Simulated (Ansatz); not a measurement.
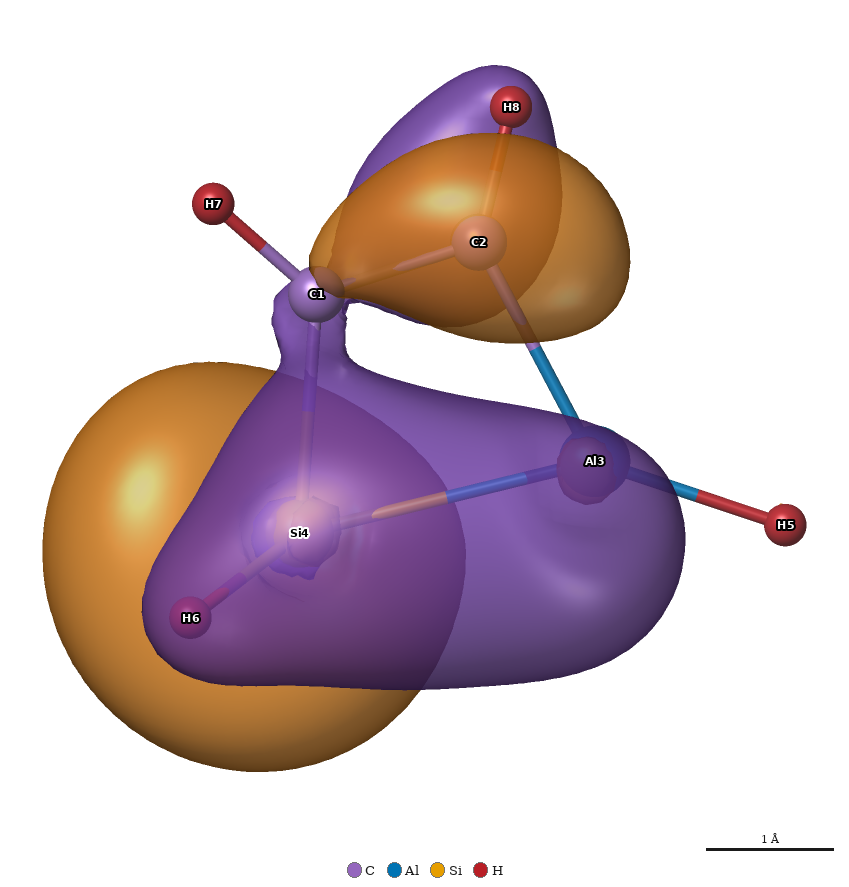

Figure 1: C2H4AlSi (SMILES [CH]1=C[SiH][AlH]1) (doublet). The LUMO (β) at ±0.08 Å⁻³ᐟ² (orange and purple are the two phases), seen at a tilt.

Geometry: PBE0-D3(BJ)/def2-SVP.

All numbers below come from isolated molecule in a Gaussian basis; Kohn-Sham density functional theory, functional PBE0 (Ansatz).

The calculation's input:

```
crystal:
  periodic: [false, false, false]
  atoms:
    - {symbol: C, position_ang: [-1.104982, -2.234532, -0.763885]}
    - {symbol: C, position_ang: [-0.861869, -1.091307, -0.051459]}
    - {symbol: Al, position_ang: [-2.478328, -0.072119, -0.471845]}
    - {symbol: Si, position_ang: [-2.874293, -2.233468, -1.444502]}
    - {symbol: H, position_ang: [-2.995279, 1.413427, -0.241662]}
    - {symbol: H, position_ang: [-3.036574, -2.774513, -2.836912]}
    - {symbol: H, position_ang: [-0.358887, -3.041206, -0.847652]}
    - {symbol: H, position_ang: [0.088620, -0.943919, 0.477796]}
basis:
  gaussian: {orbitals: def2-TZVPD}
hamiltonian: {xc: pbe0}
output: {forces: true, orbitals: {seedname: orbitals}}
magnetization: {spin_polarized: true, initial_magnetization: 1}
```

Command:

```sh
ansatz run input.yaml --threads 2 --pin off --max-ram 4350MiB --events-out events.jsonl --progress --plain --runs-dir runs
```

Question: Describe this orbital and give its energy.

Answer: By Hirshfeld shares it lies mainly on Si4 (about 60 %), Al3 (about 15 %) and C2 (about 10 %). Its energy is −2.35 eV.
